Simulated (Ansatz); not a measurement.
The figure comes from a scan of MoSi$_{2}$ (MoSi2 type, space group I4/mmm): one Mo atom of a 3-atom cell moves by s along Cartesian z, with its periodic images. Calculation: r2SCAN (plane waves to 500 eV, PAW, scalar-relativistic; Ansatz, an electronic-structure program). k mesh 12×12×12 (Γ-centred), Fermi-Dirac smearing 0.05 eV. The energy includes the smearing's −TS. With partly filled bands, energies and forces of such displacements shift with the k mesh and the smearing. MoSi2 is run without spin polarisation. MoSi2 was relaxed with its symmetry unable to fall. ΔE is measured from the undisplaced structure.

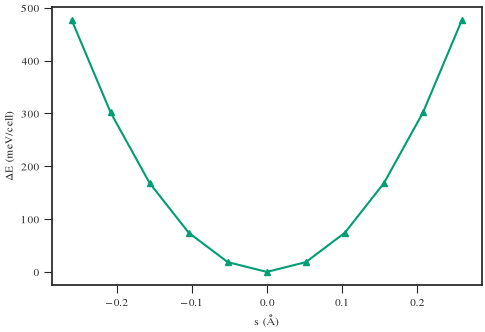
ΔE (meV/cell) against s (Å); markers are the computed points, lines only join them.

Problem. Turn the plot into a table (rounded to what can be read).

Solution. To the nearest 10:

```tsv
s (Å)	ΔE (meV/cell)
-0.260	480
-0.208	300
-0.156	170
-0.104	70
-0.052	20
0.000	0
0.052	20
0.104	70
0.156	170
0.208	300
0.260	480
```

(A displaced cell: forces are minus the slopes of the energy, force constants its curvatures, and phonons follow from these.)
